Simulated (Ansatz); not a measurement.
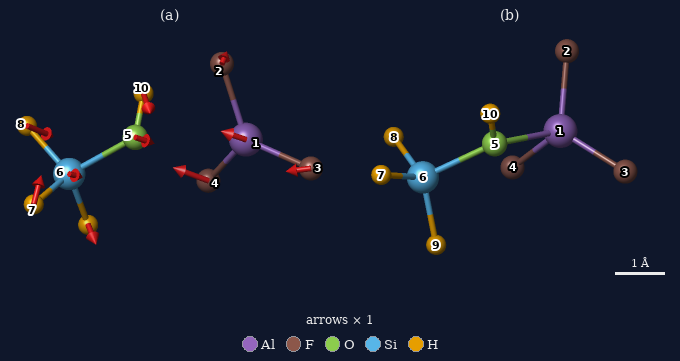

The structure of AlSiH4OF3 before (left) and after (right) a relaxation, at one scale. The red arrows give the displacements, at their true length.

A ball-and-stick model, seen at a tilt.

The run prepares an end point of a later path (reaction) calculation, from a guessed geometry.

Level of theory: RKS PBE-D4/6-31G* in Ansatz 0.2.0.

Input file:
```yaml
crystal:
  periodic: [false, false, false]
  atoms:
    - { symbol: Al, position_ang: [0.077448, 0.390648, -0.056532] }
    - { symbol: F, position_ang: [-0.191211, 0.221962, 1.593444] }
    - { symbol: F, position_ang: [1.49875, 1.024024, -0.610667] }
    - { symbol: F, position_ang: [-1.181761, 0.088988, -1.086314] }
    - { symbol: O, position_ang: [0.402159, -2.426216, 0.78381] }
    - { symbol: Si, position_ang: [-0.735026, -3.460785, 0.063712] }
    - { symbol: H, position_ang: [-0.074179, -4.787371, -0.140198] }
    - { symbol: H, position_ang: [-1.937296, -3.614543, 0.949996] }
    - { symbol: H, position_ang: [-1.176725, -2.921129, -1.261571] }
    - { symbol: H, position_ang: [0.05484, -1.883578, 1.53942] }
basis:
  gaussian: { orbitals: "6-31G*" }
hamiltonian:
  xc: pbe
  dispersion: d4
relax:
  f_tol: 0.03
  max_steps: 50
```

Run as
```bash
ansatz run input.yaml --threads 2 --pin off --max-ram 3072MiB --backend cpu --events-out ev --progress --plain --runs-dir out
```

Q: Describe what moved and what it gained.

A: H10 moves most after the best rigid fit: 0.91 Å. By element the largest moves are H 0.91 Å, F 0.84 Å, Al 0.60 Å, O 0.52 Å, Si 0.40 Å. Some distances before and after: Al1–O5 2.957 → 1.932 Å, Al1–Si6 3.938 → 3.107 Å, O5–Si6 1.698 → 1.761 Å, Al1–F4 1.654 → 1.695 Å. New bonds form, among them: Al1–O5 (2.96 → 1.93 Å). Bond angles that change, for instance: H8–Si6–H9 108.8° → 115.6°, O5–Si6–H7 107.6° → 101.0°, F3–Al1–F4 121.1° → 116.5°. Groups turn about O5–Si6 by about 110°. The energy falls by 22.7 kcal/mol in 22 accepted moves (23 points after the start). The largest force component goes from 0.93 to 0.019 eV/Å. The line search rejected the trial step at point 8 of the run. Cost: 46 s on 2 threads of Intel(R) Xeon(R) CPU @ 2.60GHz (Ice Lake) (shared host), peak memory 0.17 GiB.
